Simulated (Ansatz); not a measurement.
**F₃HZr···HCl: density, localisation and related maps**

Input file:

```
crystal:
  periodic: [false, false, false]
  atoms:
    - { symbol: Zr, position_ang: [-0.455512, 0.0, -0.479701] }
    - { symbol: Cl, position_ang: [-0.026235, -1.0e-06, 3.216718] }
    - { symbol: F, position_ang: [1.33954, 0.0, 0.111232] }
    - { symbol: F, position_ang: [-0.80598, 1.549255, -1.498131] }
    - { symbol: F, position_ang: [-0.80598, -1.549255, -1.498131] }
    - { symbol: H, position_ang: [-1.768581, 0.0, 0.828529] }
    - { symbol: H, position_ang: [-1.209251, 1.0e-06, 2.599884] }
basis:
  gaussian: { orbitals: def2-SVP }
hamiltonian:
  xc: pbe0
  dispersion: d4
relax:
  f_tol: 0.03
  max_steps: 50
output:
  orbitals: {}
```

Launched as:

```sh
ansatz run input.yaml --threads 2 --pin off --max-ram 3072MiB --backend cpu --events-out ev --progress --plain --runs-dir out
```

The fields are those of the run's last geometry, not of the input's.

Core potentials replace the inner electrons of Zr.

Computed with Ansatz, RKS PBE0-D4/def2-SVP.

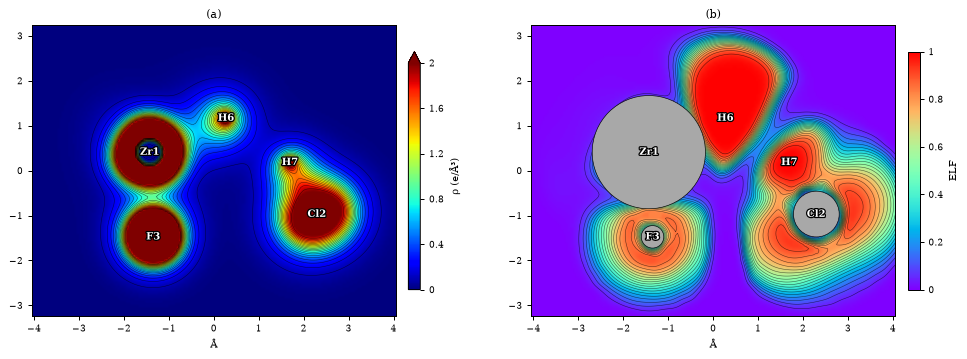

Figure 1. (a) electron density; (b) ELF on the plane of atoms F3, Zr1 and H6. Grey discs cover the atomic cores in the ELF map.

What do the fields say about this system?

- Atoms in the plane: Zr, Cl, F and H.
- H6···H7 (1.73 Å): the density falls to about 0.15 e/Å³ on the way; the ELF dips to about 0.20 between them.
- Zr–F (1.89 Å): the density is about 0.97 e/Å³ at the midpoint; the ELF peaks at about 0.85 in the valence shell of F, 0.6 Å from its nucleus, and drops to about 0.20 between the two atoms.
- Cl–H (1.30 Å): the density is about 1.9 e/Å³ at the midpoint; the ELF climbs to about 1 towards the hydrogen, as it does in any bond to H.
- Zr–H (1.86 Å): ρ at the midpoint is about 0.95 e/Å³; the ELF climbs to about 1 towards the hydrogen.
- The ELF also peaks beside Cl2, away from the bonds: lone-pair regions.

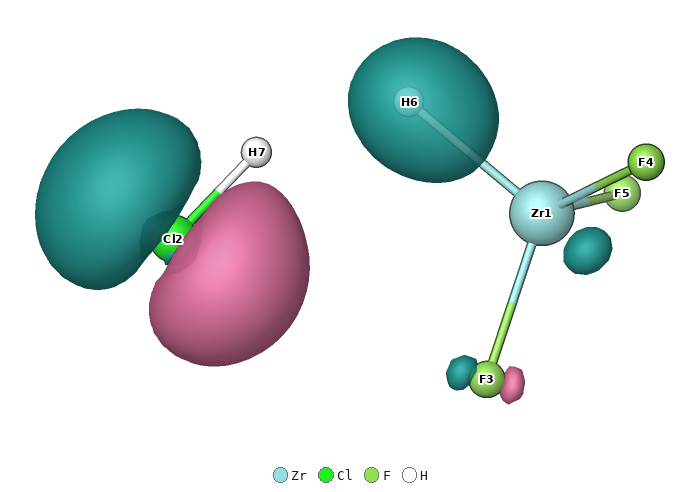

Figure 2. One frontier orbital at ±0.15 Å⁻³ᐟ² (teal and pink are the two phases), seen across its widest extent.

Which orbital is it: HOMO or LUMO?

The HOMO, at −8.97 eV. By Hirshfeld shares it lies mainly on Cl2 (about 75 %), H6 (about 10 %) and Zr1 (about 10 %); largely a lone pair of Cl2.

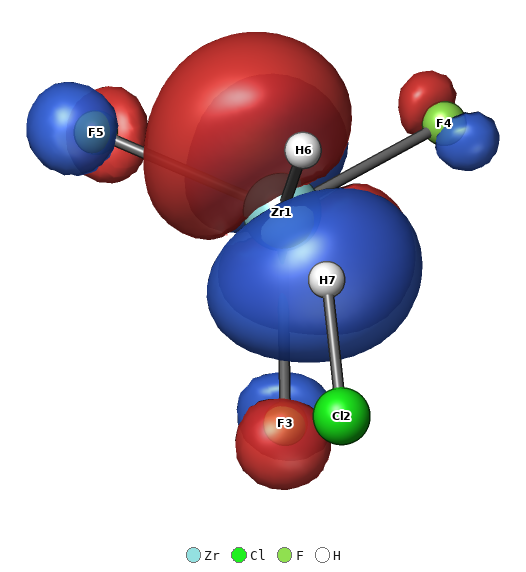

Figure 3. The LUMO at ±0.15 Å⁻³ᐟ² (red and blue are the two phases), seen at an oblique angle.

What is the character of this orbital?

By Hirshfeld shares it lies mainly on Zr1 (about 80 %), F3 (about 5 %) and F5 (about 5 %). Its energy is −2.01 eV.
